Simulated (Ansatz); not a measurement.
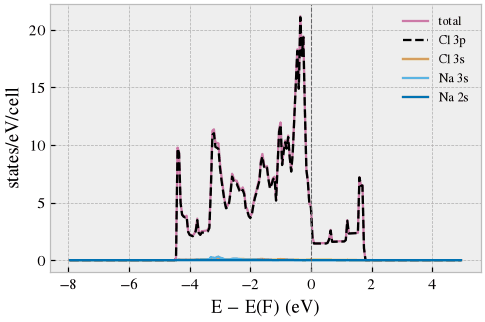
*Total and projected density of states of NaCl$_{3}$ (A15 (Cr3Si type), Pm-3n), DFT-r²SCAN in the program Ansatz with PAW potentials*

### Question
Which orbitals carry the states next to the Fermi level?

### Answer
Within 0.5 eV of the Fermi level: Cl 3p 99 %. Projections are on Löwdin-orthogonalised atomic valence shells; empty p or d shells of many metals are not among them.

### Question
Where is the tallest occupied peak in this window, and what makes it?

### Answer
Near -0.3 eV, about 21 states/eV per cell; the largest projected share is Cl 3p.

The workflow started from a Materials Project entry (that database holds measured and hypothetical structures alike); the Crystallography Open Database copy checked does not list it. Whether it is the stable phase at ambient conditions was not checked. The cell was relaxed with r²SCAN under the symmetry of its start. At this level the phase is dynamically unstable (imaginary phonons).

Potentials: the earlier of the program's two PAW sets.
